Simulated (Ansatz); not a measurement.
# SiH₄ + GeF₂: a complex and its separated parts, part 1 of 2

The complex below is one end of an elementary step. How strongly is it bound against its free parts?

Method: PBE0-D4/def2-TZVP structures, single points in def2-TZVPP, no counterpoise correction; program: Ansatz 0.2.0, Gaussian basis.

Levels: SPW92, PBE-D4, BLYP-D4, r2SCAN-D4, B97M-V, PBE0-D4, B3LYP-D4, r2SCAN0-D4, BHLYP-D4, CAM-B3LYP-D4, wB97X-V, wB97M-V, B2PLYP, PBE-QIDH, RPA on PBE, Hartree-Fock, MP2, CCSD, CCSD(T).

Cores are frozen in the correlated methods. Filled d shells of the heavier atoms are correlated. B3LYP uses VWN-RPA correlation. B2PLYP carries no dispersion term here.

56 further runs of the same task are left out: 56 set aside as unsound or not needed. Runs told in other sessions of the task aren't counted.

### 1 The starting structure

The complex: 8 atoms, charge 0, spin multiplicity 1.

Atoms are counted from 1 here; the program's logs count them from 0.

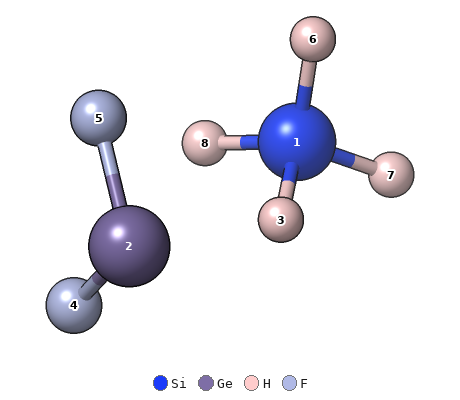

The starting geometry (silicon blue, germanium purple, hydrogen pink, fluorine light blue); atoms are numbered from 1 in the order of the file.

As a file:

```xyz
8

Si   -0.8566   -0.8762   -0.0669
Ge    1.0699    1.9449    0.5176
H    -0.8287    0.6054    0.2017
F     1.3945    1.8233   -1.1994
F     1.8672    0.4483    0.9829
H    -0.6182   -1.5702    1.2186
H    -2.2120   -1.1860   -0.5859
H     0.1840   -1.1896   -1.0685
```

Its parts: SiH₄ holds atoms 1, 3, 6, 7, 8; GeF₂ holds atoms 2, 4, 5. Each part counts its atoms afresh in its own runs.

### 2 Relaxing SiH₄ alone

relax-a/in.yaml reads:

```yaml
crystal:
  periodic: [false, false, false]
  atoms:
    - {symbol: Si, position_ang: [-0.856649, -0.876236, -0.066865]}
    - {symbol: H, position_ang: [-0.828684, 0.605411, 0.201684]}
    - {symbol: H, position_ang: [-0.618186, -1.570173, 1.218644]}
    - {symbol: H, position_ang: [-2.212034, -1.186001, -0.585870]}
    - {symbol: H, position_ang: [0.183979, -1.189640, -1.068522]}
basis:
  gaussian: {orbitals: def2-TZVP}
hamiltonian: {xc: pbe0, dispersion: d4}
relax: {f_tol: 0.005, max_steps: 200}
```

Run with:

```
> ansatz run in.yaml --threads 4 --pin off --events-out ev --progress --plain --max-ram 9574MiB
```

The log of the run, shortened:

```text
Functional definition: PBE0
  name "PBE0"
  cite "Adamo & Barone, J. Chem. Phys. 110, 6158 (1999) doi:10.1063/1.478522"
  cite "Perdew, Burke & Ernzerhof, Phys. Rev. Lett. 77, 3865 (1996) doi:10.1103/PhysRevLett.77.3865"
  parent pbe
[...]
444 factors; their error is unknown
[...]
mean field -7939.07035140 eV, -291.7554541188 hartree, gradient 2.1e-5 eV, S^2 0.000000; 0 other end points of the search recorded, 0 dependent functions left out
[...]
reference -7939.07037830 eV, -291.7554551074 hartree; 9, 9 occupied and 52, 52 virtual orbitals, 444 factors
[...]
reference -7939.08542090 eV, -291.7560079127 hartree; 9, 9 occupied and 52, 52 virtual orbitals, 444 factors
Total energy: -7939.12000232 eV, -291.7572787565 hartree
Atom 0 at    -0.866331    -0.843323    -0.060184 Å, force     0.000268    -0.000138    -0.000055 eV/Å
Atom 1 at    -0.818371     0.617137     0.202844 Å, force    -0.000185     0.000113     0.000026 eV/Å
Atom 2 at    -0.615743    -1.582184     1.203041 Å, force     0.000019    -0.000015    -0.000000 eV/Å
Atom 3 at    -2.205018    -1.207316    -0.589205 Å, force    -0.000080     0.000122    -0.000003 eV/Å
Atom 4 at     0.173890    -1.200952    -1.057426 Å, force    -0.000022    -0.000081     0.000033 eV/Å
Dipole moment:    -0.000018     0.000005     0.000003 e Å
```

Wall time 1.5 s (4 threads of Arm Neoverse V1, shared host).

Step by step:

| step | energy from step 1 (eV) | largest force component (eV/Å) |
| --- | --- | --- |
| 1 | 0.0000 | 0.7421 |
| 2 | -0.0140 | 0.1281 |
| 3 | -0.0138 | 0.1017 |
| 4 | -0.0149 | 0.0225 |
| 5 | -0.0150 | 0.0003 |

Distances of close pairs at the start and the end, largest changes first:

| bond | before (Å) | after (Å) | change (Å) |
| --- | --- | --- | --- |
| Si1–H2 | 1.506 | 1.485 | -0.021 |
| Si1–H5 | 1.478 | 1.485 | +0.007 |
| Si1–H3 | 1.480 | 1.485 | +0.005 |
| Si1–H4 | 1.484 | 1.485 | +0.001 |

### 3 Relaxing GeF₂ alone

relax-b/in.yaml reads:

```yaml
crystal:
  periodic: [false, false, false]
  atoms:
    - {symbol: Ge, position_ang: [1.069916, 1.944950, 0.517559]}
    - {symbol: F, position_ang: [1.394512, 1.823256, -1.199406]}
    - {symbol: F, position_ang: [1.867246, 0.448335, 0.982875]}
basis:
  gaussian: {orbitals: def2-TZVP}
hamiltonian: {xc: pbe0, dispersion: d4}
relax: {f_tol: 0.005, max_steps: 200}
```

Run with:

```
> ansatz run in.yaml --threads 4 --pin off --events-out ev --progress --plain --max-ram 9574MiB
```

The log of the run, shortened:

```text
[... 5 set-up lines as earlier in the session ...]
[...]
713 factors; their error is unknown
[...]
mean field -61944.20107224 eV, -2276.4074021172 hartree, gradient 8.1e-5 eV, S^2 0.000000; 0 other end points of the search recorded, 0 dependent functions left out
[...]
reference -61944.20437184 eV, -2276.4075233752 hartree; 25, 25 occupied and 85, 85 virtual orbitals, 713 factors
Total energy: -61944.23582325 eV, -2276.4086791935 hartree
Atom 0 at     1.074423     1.937816     0.515010 Å, force    -0.000561     0.000866     0.000400 eV/Å
Atom 1 at     1.393207     1.824809    -1.196666 Å, force     0.000474    -0.001065     0.000965 eV/Å
Atom 2 at     1.864044     0.453916     0.982685 Å, force     0.000087     0.000199    -0.001365 eV/Å
Dipole moment:    -0.247088     0.355982     0.277326 e Å
```

It took 4.9 s on 4 threads of Arm Neoverse V1, shared host.

Relaxation path:

| step | energy from step 1 (eV) | largest force component (eV/Å) |
| --- | --- | --- |
| 1 | 0.0000 | 0.3400 |
| 2 | -0.0026 | 0.1557 |
| 3 | -0.0033 | 0.0153 |
| 4 | -0.0033 | 0.0014 |

Close pairs (by a distance rule), those that changed most:

| bond | before (Å) | after (Å) | change (Å) |
| --- | --- | --- | --- |
| Ge1–F3 | 1.758 | 1.745 | -0.014 |
| Ge1–F2 | 1.752 | 1.745 | -0.007 |

### 4 SPW92/def2-TZVPP

parta/in.yaml reads:

```yaml
crystal:
  periodic: [false, false, false]
  atoms:
    - {symbol: Si, position_ang: [-0.866331, -0.843323, -0.060184]}
    - {symbol: H, position_ang: [-0.818371, 0.617137, 0.202844]}
    - {symbol: H, position_ang: [-0.615743, -1.582184, 1.203041]}
    - {symbol: H, position_ang: [-2.205018, -1.207316, -0.589205]}
    - {symbol: H, position_ang: [0.173890, -1.200952, -1.057426]}
basis:
  gaussian: {orbitals: def2-TZVPP}
hamiltonian: {xc: lda}
```

partb/in.yaml reads:

```yaml
crystal:
  periodic: [false, false, false]
  atoms:
    - {symbol: Ge, position_ang: [1.074423, 1.937816, 0.515010]}
    - {symbol: F, position_ang: [1.393207, 1.824809, -1.196666]}
    - {symbol: F, position_ang: [1.864044, 0.453916, 0.982685]}
basis:
  gaussian: {orbitals: def2-TZVPP}
hamiltonian: {xc: lda}
```

The same command starts each run, in its folder.

Run with:

```
> ansatz run in.yaml --threads 4 --pin off --events-out ev --progress --plain --max-ram 9574MiB
```

Output in parta, shortened:

```text
Functional definition: SPW92
  name "SPW92"
  cite "Dirac, Proc. Camb. Phil. Soc. 26, 376 (1930) doi:10.1017/S0305004100016108"
  cite "Slater, Phys. Rev. 81, 385 (1951) doi:10.1103/PhysRev.81.385"
  cite "Perdew & Wang, Phys. Rev. B 45, 13244 (1992) doi:10.1103/PhysRevB.45.13244"
[...]
524 factors; their error is unknown
[...]
mean field -7909.52604033 eV, -290.6697207130 hartree, gradient 1.5e-5 eV, S^2 0.000000; 0 other end points of the search recorded, 0 dependent functions left out
reference -7909.52607242 eV, -290.6697218922 hartree; 9, 9 occupied and 89, 89 virtual orbitals, 524 factors
Total energy: -7909.52607242 eV, -290.6697218922 hartree
```

Output in partb, shortened:

```text
[... 5 set-up lines as earlier in the session ...]
[...]
670 factors; their error is unknown
[...]
mean field -61836.36459608 eV, -2272.4444847126 hartree, gradient 6.3e-5 eV, S^2 0.000000; 0 other end points of the search recorded, 0 dependent functions left out
reference -61836.36461573 eV, -2272.4444854347 hartree; 25, 25 occupied and 85, 85 virtual orbitals, 670 factors
Total energy: -61836.36461573 eV, -2272.4444854347 hartree
```

Times: 1 s (parta), 0.7 s (partb) on 4 threads of Arm Neoverse V1, shared host.

### 5 PBE-D4/def2-TZVPP

The same edit goes into each in.yaml of step 4 (parta, partb):

```diff
-hamiltonian: {xc: lda}
+hamiltonian: {xc: pbe, dispersion: d4}
```

Each run has its own folder and the same command.

Run with:

```
> ansatz run in.yaml --threads 4 --pin off --events-out ev --progress --plain --max-ram 9574MiB
```

parta printed, shortened:

```text
Functional definition: PBE
  name "PBE"
[... 2 set-up lines as earlier in the session ...]
[...]
524 factors; their error is unknown
[...]
mean field -7938.15290583 eV, -291.7217386159 hartree, gradient 2.0e-5 eV, S^2 0.000000; 0 other end points of the search recorded, 0 dependent functions left out
reference -7938.15294013 eV, -291.7217398764 hartree; 9, 9 occupied and 89, 89 virtual orbitals, 524 factors
Total energy: -7938.19528104 eV, -291.7232958763 hartree
```

partb printed, shortened:

```text
[... 4 set-up lines as earlier in the session ...]
[...]
670 factors; their error is unknown
[...]
mean field -61943.05661660 eV, -2276.3653441483 hartree, gradient 7.3e-5 eV, S^2 0.000000; 0 other end points of the search recorded, 0 dependent functions left out
reference -61943.05663754 eV, -2276.3653449177 hartree; 25, 25 occupied and 85, 85 virtual orbitals, 670 factors
Total energy: -61943.09478884 eV, -2276.3667469520 hartree
```

They took 0.6 s (parta), 1.3 s (partb) on 4 threads of Arm Neoverse V1, shared host.

### 6 BLYP-D4/def2-TZVPP

The same edit goes into each in.yaml of step 5 (parta, partb):

```diff
-hamiltonian: {xc: pbe, dispersion: d4}
+hamiltonian: {xc: {name: BLYP}, dispersion: d4}
```

One command serves all of them, each in its own folder.

Run with:

```
> ansatz run in.yaml --threads 4 --pin off --events-out ev --progress --plain --max-ram 9574MiB
```

parta printed, shortened:

```text
Functional definition: BLYP
  name "BLYP"
  cite "Becke, Phys. Rev. A 38, 3098 (1988) doi:10.1103/PhysRevA.38.3098"
  cite "Lee, Yang & Parr, Phys. Rev. B 37, 785 (1988) doi:10.1103/PhysRevB.37.785"
[...]
524 factors; their error is unknown
[...]
mean field -7942.32373310 eV, -291.8750136910 hartree, gradient 1.7e-5 eV, S^2 0.000000; 0 other end points of the search recorded, 0 dependent functions left out
reference -7942.32401459 eV, -291.8750240356 hartree; 9, 9 occupied and 89, 89 virtual orbitals, 524 factors
Total energy: -7942.42242934 eV, -291.8786407110 hartree
```

partb printed, shortened:

```text
[... 4 set-up lines as earlier in the session ...]
[...]
670 factors; their error is unknown
[...]
mean field -61958.19423394 eV, -2276.9216413248 hartree, gradient 7.0e-5 eV, S^2 0.000000; 0 other end points of the search recorded, 0 dependent functions left out
reference -61958.19444218 eV, -2276.9216489774 hartree; 25, 25 occupied and 85, 85 virtual orbitals, 670 factors
Total energy: -61958.28133588 eV, -2276.9248422622 hartree
```

Times: 0.75 s (parta), 1 s (partb) on 4 threads of Arm Neoverse V1, shared host.

### 7 r2SCAN-D4/def2-TZVPP

The same edit goes into each in.yaml of step 6 (parta, partb):

```diff
-hamiltonian: {xc: {name: BLYP}, dispersion: d4}
+hamiltonian: {xc: r2scan, dispersion: d4}
```

One command serves all of them, each in its own folder.

Run with:

```
> ansatz run in.yaml --threads 4 --pin off --events-out ev --progress --plain --max-ram 9574MiB
```

parta printed, shortened:

```text
Functional definition: r2SCAN
  name "r2SCAN"
  cite "Furness, Kaplan, Ning, Perdew & Sun, J. Phys. Chem. Lett. 11, 8208 (2020) doi:10.1021/acs.jpclett.0c02405"
  cite "Furness, Kaplan, Ning, Perdew & Sun, J. Phys. Chem. Lett. 11, 9248 (2020) doi:10.1021/acs.jpclett.0c03077"
  parent r2scan
[...]
524 factors; their error is unknown
[...]
mean field -7941.75741814 eV, -291.8542020001 hartree, gradient 1.4e-5 eV, S^2 0.000000; 0 other end points of the search recorded, 0 dependent functions left out
reference -7941.75742874 eV, -291.8542023896 hartree; 9, 9 occupied and 89, 89 virtual orbitals, 524 factors
Total energy: -7941.76699811 eV, -291.8545540575 hartree
```

Output in partb, shortened:

```text
[... 5 set-up lines as earlier in the session ...]
[...]
670 factors; their error is unknown
[...]
mean field -61954.06733380 eV, -2276.7699805420 hartree, gradient 4.0e-5 eV, S^2 0.000000; 0 other end points of the search recorded, 0 dependent functions left out
reference -61954.06733964 eV, -2276.7699807566 hartree; 25, 25 occupied and 85, 85 virtual orbitals, 670 factors
Total energy: -61954.07533650 eV, -2276.7702746360 hartree
```

Wall times: 1.4 s (parta), 1.6 s (partb) on 4 threads of Arm Neoverse V1, shared host.

### 8 B97M-V/def2-TZVPP

The same edit goes into each in.yaml of step 7 (parta, partb):

```diff
-hamiltonian: {xc: r2scan, dispersion: d4}
+hamiltonian: {xc: {name: B97M-V}}
```

One command serves all of them, each in its own folder.

Run with:

```
> ansatz run in.yaml --threads 4 --pin off --events-out ev --progress --plain --max-ram 9574MiB
```

Output in parta, shortened:

```text
Functional definition: B97M-V
  name "B97M-V"
  cite "Mardirossian & Head-Gordon, J. Chem. Phys. 142, 074111 (2015) doi:10.1063/1.4907719"
  cite "Becke, J. Chem. Phys. 107, 8554 (1997) doi:10.1063/1.475007"
  cite "Vydrov & Van Voorhis, J. Chem. Phys. 133, 244103 (2010) doi:10.1063/1.3521275"
  # Of w^i u^j: cxij and so on, Table III.
[...]
  gx(w, u) = cx00 + cx01*u + cx02*u^2 + (cx10 + cx11*u)*w
[...]
  gos(w, u) = cos00 + cos01*u + cos03*u^3 + cos10*w + cos32*w^3*u^2
[...]
      + integral(e_c_pw_mod_opposite_spin*gos(b97_w_opposite, b97_u_opposite)) + vv10(b, c)
524 factors; their error is unknown
[...]
mean field -7940.58580281 eV, -291.8111459307 hartree, gradient 3.8e-5 eV, S^2 0.000000; 0 other end points of the search recorded, 0 dependent functions left out
reference -7940.58585524 eV, -291.8111478575 hartree; 9, 9 occupied and 89, 89 virtual orbitals, 524 factors
Total energy: -7940.58585524 eV, -291.8111478575 hartree
```

partb printed, shortened:

```text
[... 5 set-up lines as earlier in the session ...]
  # Of w^i u^j: cxij and so on, Table III.
[...]
  gx(w, u) = cx00 + cx01*u + cx02*u^2 + (cx10 + cx11*u)*w
[...]
  gos(w, u) = cos00 + cos01*u + cos03*u^3 + cos10*w + cos32*w^3*u^2
[...]
      + integral(e_c_pw_mod_opposite_spin*gos(b97_w_opposite, b97_u_opposite)) + vv10(b, c)
670 factors; their error is unknown
[...]
mean field -61943.92262631 eV, -2276.3971694181 hartree, gradient 3.0e-5 eV, S^2 0.000000; 0 other end points of the search recorded, 0 dependent functions left out
reference -61943.92265819 eV, -2276.3971705897 hartree; 25, 25 occupied and 85, 85 virtual orbitals, 670 factors
Total energy: -61943.92265819 eV, -2276.3971705897 hartree
```

Times: 1.2 s (parta), 2.1 s (partb) on 4 threads of Arm Neoverse V1, shared host.

### 9 PBE0-D4/def2-TZVPP

The same edit goes into each in.yaml of step 8 (parta, partb):

```diff
-hamiltonian: {xc: {name: B97M-V}}
+hamiltonian: {xc: pbe0, dispersion: d4}
+output: {orbitals: {seedname: orbitals}}
```

Each run has its own folder and the same command.

Run with:

```
> ansatz run in.yaml --threads 4 --pin off --events-out ev --progress --plain --max-ram 9574MiB
```

Output in parta, shortened:

```text
[... 5 set-up lines as earlier in the session ...]
[...]
527 factors; their error is unknown
[...]
mean field -7939.10185136 eV, -291.7566117211 hartree, gradient 5.6e-5 eV, S^2 0.000000; 0 other end points of the search recorded, 0 dependent functions left out
reference -7939.10187726 eV, -291.7566126727 hartree; 9, 9 occupied and 89, 89 virtual orbitals, 527 factors
Total energy: -7939.13645868 eV, -291.7578835164 hartree
```

partb printed, shortened:

```text
[... 5 set-up lines as earlier in the session ...]
[...]
713 factors; their error is unknown
[...]
mean field -61944.20435618 eV, -2276.4075228000 hartree, gradient 8.4e-5 eV, S^2 0.000000; 0 other end points of the search recorded, 0 dependent functions left out
reference -61944.20437174 eV, -2276.4075233717 hartree; 25, 25 occupied and 85, 85 virtual orbitals, 713 factors
Total energy: -61944.23582316 eV, -2276.4086791900 hartree
```

Times: 1.1 s (parta), 1.1 s (partb) on 4 threads of Arm Neoverse V1, shared host.

### 10 B3LYP-D4/def2-TZVPP

The same edit goes into each in.yaml of step 9 (parta, partb):

```diff
-hamiltonian: {xc: pbe0, dispersion: d4}
-output: {orbitals: {seedname: orbitals}}
+hamiltonian: {xc: {name: B3LYP}, dispersion: d4}
```

One command serves all of them, each in its own folder.

Run with:

```
> ansatz run in.yaml --threads 4 --pin off --events-out ev --progress --plain --max-ram 9574MiB
```

Log of parta, shortened:

```text
Functional definition: B3LYP
  name "B3LYP"
  cite "Stephens, Devlin, Chabalowski & Frisch, J. Phys. Chem. 98, 11623 (1994) doi:10.1021/j100096a001"
[... 2 set-up lines as earlier in the session ...]
  cite "Vosko, Wilk & Nusair, Can. J. Phys. 58, 1200 (1980) doi:10.1139/p80-159"
[...]
527 factors; their error is unknown
[...]
mean field -7943.47009007 eV, -291.9171415325 hartree, gradient 4.1e-5 eV, S^2 0.000000; 0 other end points of the search recorded, 0 dependent functions left out
reference -7943.47030073 eV, -291.9171492741 hartree; 9, 9 occupied and 89, 89 virtual orbitals, 527 factors
Total energy: -7943.53896633 eV, -291.9196726886 hartree
```

partb printed, shortened:

```text
[... 6 set-up lines as earlier in the session ...]
[...]
701 factors; their error is unknown
[...]
mean field -61957.90437360 eV, -2276.9109891538 hartree, gradient 7.0e-5 eV, S^2 0.000000; 0 other end points of the search recorded, 0 dependent functions left out
reference -61957.90452670 eV, -2276.9109947801 hartree; 25, 25 occupied and 85, 85 virtual orbitals, 701 factors
Total energy: -61957.96758654 eV, -2276.9133121866 hartree
```

They took 0.65 s (parta), 1.1 s (partb) on 4 threads of Arm Neoverse V1, shared host.

### 11 r2SCAN0-D4/def2-TZVPP

The same edit goes into each in.yaml of step 10 (parta, partb):

```diff
-hamiltonian: {xc: {name: B3LYP}, dispersion: d4}
+hamiltonian: {xc: {name: r2SCAN0}, dispersion: d4}
```

One command serves all of them, each in its own folder.

Run with:

```
> ansatz run in.yaml --threads 4 --pin off --events-out ev --progress --plain --max-ram 9574MiB
```

Output in parta, shortened:

```text
Functional definition: r2SCAN0
  name "r2SCAN0"
  cite "Bursch, Neugebauer, Ehlert & Grimme, J. Chem. Phys. 156, 134105 (2022) doi:10.1063/5.0086040"
[... 3 set-up lines as earlier in the session ...]
[...]
527 factors; their error is unknown
[...]
mean field -7941.68706816 eV, -291.8516166859 hartree, gradient 3.9e-6 eV, S^2 0.000000; 0 other end points of the search recorded, 0 dependent functions left out
reference -7941.68707661 eV, -291.8516169967 hartree; 9, 9 occupied and 89, 89 virtual orbitals, 527 factors
Total energy: -7941.69814026 eV, -291.8520235783 hartree
```

Log of partb, shortened:

```text
[... 6 set-up lines as earlier in the session ...]
[...]
713 factors; their error is unknown
[...]
mean field -61952.66746658 eV, -2276.7185363706 hartree, gradient 4.6e-5 eV, S^2 0.000000; 0 other end points of the search recorded, 0 dependent functions left out
reference -61952.66747122 eV, -2276.7185365412 hartree; 25, 25 occupied and 85, 85 virtual orbitals, 713 factors
Total energy: -61952.67712434 eV, -2276.7188912867 hartree
```

They took 0.9 s (parta), 1.6 s (partb) on 4 threads of Arm Neoverse V1, shared host.

### 12 BHLYP-D4/def2-TZVPP

Each input of step 11 (parta, partb) changes in the same lines:

```diff
-hamiltonian: {xc: {name: r2SCAN0}, dispersion: d4}
+hamiltonian: {xc: {name: BHLYP}, dispersion: d4}
```

Each run has its own folder and the same command.

Run with:

```
> ansatz run in.yaml --threads 4 --pin off --events-out ev --progress --plain --max-ram 9574MiB
```

Log of parta, shortened:

```text
Functional definition: BHLYP
  name "BHLYP"
  cite "Becke, J. Chem. Phys. 98, 1372 (1993) doi:10.1063/1.464304"
[... 2 set-up lines as earlier in the session ...]
[...]
546 factors; their error is unknown
[...]
mean field -7942.63999923 eV, -291.8866362568 hartree, gradient 4.8e-6 eV, S^2 0.000000; 0 other end points of the search recorded, 0 dependent functions left out
reference -7942.64014183 eV, -291.8866414975 hartree; 9, 9 occupied and 89, 89 virtual orbitals, 546 factors
Total energy: -7942.68772511 eV, -291.8883901506 hartree
```

Log of partb, shortened:

```text
[... 5 set-up lines as earlier in the session ...]
[...]
810 factors; their error is unknown
[...]
mean field -61954.07366164 eV, -2276.7702130859 hartree, gradient 6.2e-5 eV, S^2 0.000000; 0 other end points of the search recorded, 0 dependent functions left out
reference -61954.07376589 eV, -2276.7702169171 hartree; 25, 25 occupied and 85, 85 virtual orbitals, 810 factors
Total energy: -61954.12331297 eV, -2276.7720377384 hartree
```

Times: 0.45 s (parta), 1.1 s (partb) on 4 threads of Arm Neoverse V1, shared host.

### 13 CAM-B3LYP-D4/def2-TZVPP

Each input of step 12 (parta, partb) changes in the same lines:

```diff
-hamiltonian: {xc: {name: BHLYP}, dispersion: d4}
+hamiltonian: {xc: {name: CAM-B3LYP}, dispersion: d4}
```

The same command starts each run, in its folder.

Run with:

```
> ansatz run in.yaml --threads 4 --pin off --events-out ev --progress --plain --max-ram 9574MiB
```

Log of parta, shortened:

```text
Functional definition: CAM-B3LYP
  name "CAM-B3LYP"
  cite "Yanai, Tew & Handy, Chem. Phys. Lett. 393, 51 (2004) doi:10.1016/j.cplett.2004.06.011"
  cite "Iikura, Tsuneda, Yanai & Hirao, J. Chem. Phys. 115, 3540 (2001) doi:10.1063/1.1383587"
[... 2 set-up lines as earlier in the session ...]
[...]
  # Exact exchange under (alpha + beta erf(omega r))/r, Becke's under what is left of 1/r.
[...]
527 factors; their error is unknown
147 factors; integrals over basis functions are off by at most 1.2e-5 eV
[...]
mean field -7942.76487822 eV, -291.8912254752 hartree, gradient 9.1e-6 eV, S^2 0.000000; 0 other end points of the search recorded, 0 dependent functions left out
reference -7942.76498069 eV, -291.8912292409 hartree; 9, 9 occupied and 89, 89 virtual orbitals, 527 factors
Total energy: -7942.79915015 eV, -291.8924849453 hartree
```

partb printed, shortened:

```text
[... 6 set-up lines as earlier in the session ...]
[...]
  # Exact exchange under (alpha + beta erf(omega r))/r, Becke's under what is left of 1/r.
[...]
701 factors; their error is unknown
135 factors; integrals over basis functions are off by at most 9.1e-6 eV
[...]
mean field -61958.79926127 eV, -2276.9438756691 hartree, gradient 3.5e-5 eV, S^2 0.000000; 0 other end points of the search recorded, 0 dependent functions left out
reference -61958.79933577 eV, -2276.9438784068 hartree; 25, 25 occupied and 85, 85 virtual orbitals, 701 factors
Total energy: -61958.83115598 eV, -2276.9450477783 hartree
```

Times: 0.55 s (parta), 1.4 s (partb) on 4 threads of Arm Neoverse V1, shared host.

(Continued in part 2 of 2.)
